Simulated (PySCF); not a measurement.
```xyz
2

Ti    0.0000    0.0000   -1.3800
Se    0.0000    0.0000    0.8280
```

⟨S²⟩ = 2.07, above the pure value of 2.00.

These are results of PBE0/x2c-TZVPPall, spin-free X2C-1e, Gaussian nucleus, at a bond length of 2.208 Å in PySCF, not measurements.

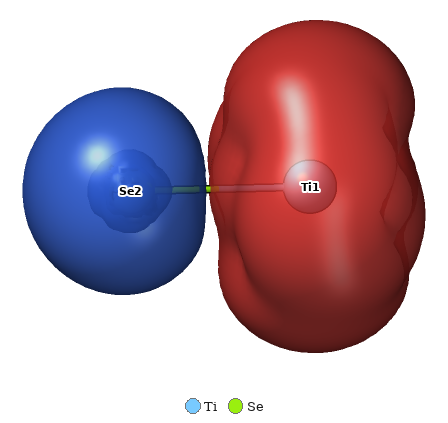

TiSe (triplet). Isosurfaces of the spin density (α minus β) at +0.015 (red) and −0.015 e/Å³ (blue), seen from one side.

**Which atoms carry the spin?**

The unpaired spin (2 electrons) lies mostly on Ti1 (about 2.2), in electrons by Hirshfeld's partition, with opposite, polarisation-induced spin on Se2.
